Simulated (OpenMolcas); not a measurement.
**Multiconfigurational calculation, with input and output: W⁴⁺**

System: W⁴⁺.
Method: state-averaged XMS-CASPT2, IPEA shift 0.25, imaginary shift 0.1 hartree, closed shells 5s 5p correlated, active space 2 electrons in the shell 5d, basis ANO-RCC-VDZP, DKH2 scalar Hamiltonian, spin-orbit coupling by RASSI with atomic mean-field integrals (OpenMolcas).

**Input file**
```
&GATEWAY
Coord
1

W 0.0 0.0 0.0
Basis=ANO-RCC-VDZP
Group=XYZ
NoMove
AngMom=0.0 0.0 0.0
AMFI
&SEWARD
&RASSCF
FileOrb=start.orb
Symmetry=1
Spin=3
nActEl=2 0 0
Inactive=15 19
Ras2=5 0
CIRoot=10 10 1
SDav=10
CIMx=300
Iter=120 100
PrWF=0.3
OrbListing=Nothing
MaxOrb=0
Atom
>>> COPY $Project.JobIph JOB001
&RASSCF
FileOrb=start.orb
Symmetry=1
Spin=1
nActEl=2 0 0
Inactive=15 19
Ras2=5 0
CIRoot=15 15 1
SDav=15
CIMx=300
Iter=120 100
PrWF=0.3
OrbListing=Nothing
MaxOrb=0
Atom
>>> COPY $Project.JobIph JOB002
&RASSI
NrOfJobIphs=2 10 15
1 2 3 4 5 6 7 8 9 10
1 2 3 4 5 6 7 8 9 10 11 12 13 14 15
IphNames
JOB001
JOB002
EJob
SpinOrbit
DIPRint=1.0
SOCoupling=1000.0
Subsets=2
MEES
Property=10
'ANGMOM' 1 'ANGMOM' 2 'ANGMOM' 3 'MLTPL  1' 1 'MLTPL  1' 2 'MLTPL  1' 3
'AMFI' 1 'AMFI' 2 'AMFI' 3 'MLTPL  2' 6
SOProperty=3
'ANGMOM' 1 'ANGMOM' 2 'ANGMOM' 3
>>> COPY JOB001 $Project.JobIph
&CASPT2
XMultistate=10 1 2 3 4 5 6 7 8 9 10
Frozen=14 16
IPEA=0.25
Imaginary=0.1
MaxIter=60
WThr=0.0 0.3 0.05
PrWF=0.5
NoMix
>>> COPY JOB002 $Project.JobIph
&CASPT2
XMultistate=15 1 2 3 4 5 6 7 8 9 10 11 12 13 14 15
Frozen=14 16
IPEA=0.25
Imaginary=0.1
MaxIter=60
WThr=0.0 0.3 0.05
PrWF=0.5
NoMix
```

The file start.orb holds starting orbitals from an earlier step. A driver script formed the levels outside the program, from RASSI's spin-orbit matrix and the CASPT2 energies (for multi-state variants, the effective Hamiltonian), averaged over the components of each term or state. The log and the time are those of the CASPT2 step.

Run as:
```bash
OMP_NUM_THREADS=1 MOLCAS_MEM=1689 MOLCAS_PROJECT=a pymolcas a.inp > a.log  # once for each step of the input, in one work folder
```

**The program's output (extracts)**
```
--- CASPT2 ---
Orbital specifications:
      -----------------------

      Symmetry species                           1   2
                                                ag  au
      Frozen orbitals                           14  16
      Inactive orbitals                          1   3
      Active orbitals                            5   0
      Secondary orbitals                        16  13
      Deleted orbitals                           0   0
      Number of basis functions                 36  32
Type of calculation                        XMS-CASPT2
      Fock operator                              state-average
      IPEA shift                                 0.25
      Real shift                                 0.00
      Imaginary shift                            0.10
      The input orbitals will be transformed to quasi-canonical
      The input states will be rotated to diagonalize the Fock operator
Reference energy:      -16124.3016009108
      E2 (Non-variational):      -0.1549734366
      Shift correction:          -0.0000561225
      E2 (Variational):          -0.1550295590
      Total energy:          -16124.4566304698
      Residual norm:              0.0000008665
      Reference weight:           0.97284
      Contributions to the CASPT2 correlation energy
      Active & Virtual Only:         -0.0022483030
      One Inactive Excited:          -0.0513688302
      Two Inactive Excited:          -0.1013563033
Reference energy:      -16124.3016009108
      E2 (Non-variational):      -0.1560543126
      Shift correction:          -0.0000571989
      E2 (Variational):          -0.1561115115
      Total energy:          -16124.4577124222
      Residual norm:              0.0000009546
      Reference weight:           0.97258
      Contributions to the CASPT2 correlation energy
      Active & Virtual Only:         -0.0029341776
      One Inactive Excited:          -0.0510418287
      Two Inactive Excited:          -0.1020783063
::    XMS-CASPT2 Root  1     Total energy: -16124.45726368
::    XMS-CASPT2 Root  2     Total energy: -16124.45689622
::    XMS-CASPT2 Root  3     Total energy: -16124.45672490
::    XMS-CASPT2 Root  4     Total energy: -16124.45660115
::    XMS-CASPT2 Root  5     Total energy: -16124.45625338
::    XMS-CASPT2 Root  6     Total energy: -16124.45610777
::    XMS-CASPT2 Root  7     Total energy: -16124.45573100
::    XMS-CASPT2 Root  8     Total energy: -16124.40904765
::    XMS-CASPT2 Root  9     Total energy: -16124.40874484
::    XMS-CASPT2 Root 10     Total energy: -16124.40827241
--- CASPT2 ---
Orbital specifications:
      -----------------------

      Symmetry species                           1   2
                                                ag  au
      Frozen orbitals                           14  16
      Inactive orbitals                          1   3
      Active orbitals                            5   0
      Secondary orbitals                        16  13
      Deleted orbitals                           0   0
      Number of basis functions                 36  32
Type of calculation                        XMS-CASPT2
      Fock operator                              state-average
      IPEA shift                                 0.25
      Real shift                                 0.00
      Imaginary shift                            0.10
      The input orbitals will be transformed to quasi-canonical
      The input states will be rotated to diagonalize the Fock operator
Reference energy:      -16124.2542180284
      E2 (Non-variational):      -0.1620155050
      Shift correction:          -0.0004057056
      E2 (Variational):          -0.1624212106
      Total energy:          -16124.4166392390
      Residual norm:              0.0000001120
      Reference weight:           0.96367
      Contributions to the CASPT2 correlation energy
      Active & Virtual Only:         -0.0073104809
      One Inactive Excited:          -0.0511305626
      Two Inactive Excited:          -0.1035744614
Reference energy:      -16124.2542180284
      E2 (Non-variational):      -0.1619975823
      Shift correction:          -0.0004060376
      E2 (Variational):          -0.1624036199
      Total energy:          -16124.4166216483
      Residual norm:              0.0000001120
      Reference weight:           0.96367
      Contributions to the CASPT2 correlation energy
      Active & Virtual Only:         -0.0073122426
      One Inactive Excited:          -0.0511180069
      Two Inactive Excited:          -0.1035673329
::    XMS-CASPT2 Root  1     Total energy: -16124.41963925
::    XMS-CASPT2 Root  2     Total energy: -16124.41919582
::    XMS-CASPT2 Root  3     Total energy: -16124.41876746
::    XMS-CASPT2 Root  4     Total energy: -16124.41873811
::    XMS-CASPT2 Root  5     Total energy: -16124.41843737
::    XMS-CASPT2 Root  6     Total energy: -16124.38981967
::    XMS-CASPT2 Root  7     Total energy: -16124.38971322
::    XMS-CASPT2 Root  8     Total energy: -16124.38925555
::    XMS-CASPT2 Root  9     Total energy: -16124.38879336
::    XMS-CASPT2 Root 10     Total energy: -16124.38872375
::    XMS-CASPT2 Root 11     Total energy: -16124.38862815
::    XMS-CASPT2 Root 12     Total energy: -16124.38851638
::    XMS-CASPT2 Root 13     Total energy: -16124.38846685
::    XMS-CASPT2 Root 14     Total energy: -16124.38822649
::    XMS-CASPT2 Root 15     Total energy: -16124.29632584
```

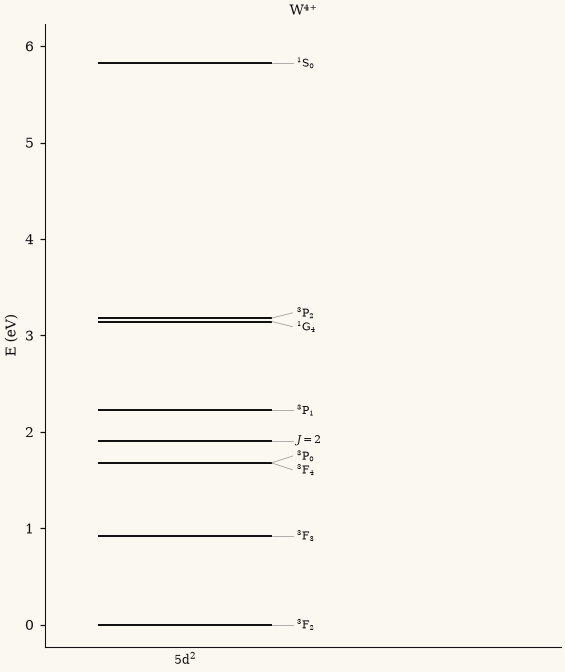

Fig. 1: Level diagram of W⁴⁺ (tungsten, Z = 74). The lowest level is 5d² ³F₂. The first excited level, 5d² ³F₃, lies at 0.922 eV. The ground term spreads over 1.68 eV in the order J = 2, 3, 4, a normal multiplet. All levels drawn have even parity, so no electric dipole line joins them. The leading LS term holds 85 % of a level on average, 89 % of the ground level. The ground level has g = 0.707. Spin-orbit coupling puts the ground level 1.15 eV below the lowest spin-free term.

| Configuration | Level | E (eV) |
| --- | --- | --- |
| 5d² | ³F₂ | 0 |
| 5d² | ³F₃ | 0.9222 |
| 5d² | ³F₄ | 1.676 |
| 5d² | ³P₀ | 1.679 |
| 5d² | J = 2 (even, mixed) | 1.909 |
| 5d² | ³P₁ | 2.223 |
| 5d² | ¹G₄ | 3.143 |
| 5d² | ³P₂ | 3.181 |
| 5d² | ¹S₀ | 5.825 |

**Summary**

| quantity | value |
| --- | --- |
| outcome | converged; degenerate states are split by up to 349 cm⁻¹ |
| lowest level | 5d² ³F₂ |
| first excited level | 5d² ³F₃, 7,438 cm⁻¹ |
| energy of the lowest spin-free term | −16124.45651 hartree |
| energy of the lowest spin-orbit level | −16124.49874 hartree |
| CASPT2 correlation energy | −0.1549 hartree |
| largest spread among components of a term | 348.6 cm⁻¹ |
| lowest reference weight | 0.964 |
| hardware | 1 CPU thread, shared host |
| wall time | 2.5 s |

**Remarks**

The components of ¹G, which symmetry makes degenerate, are split by 349 cm⁻¹ in CASPT2, and those of 3 more by over 50 cm⁻¹. This is an artefact; the levels of such states rest on averages and are uncertain by about as much. To bear in mind: small basis contracted for the neutral atom, rough for a high charge; only configurations of the active space are included.
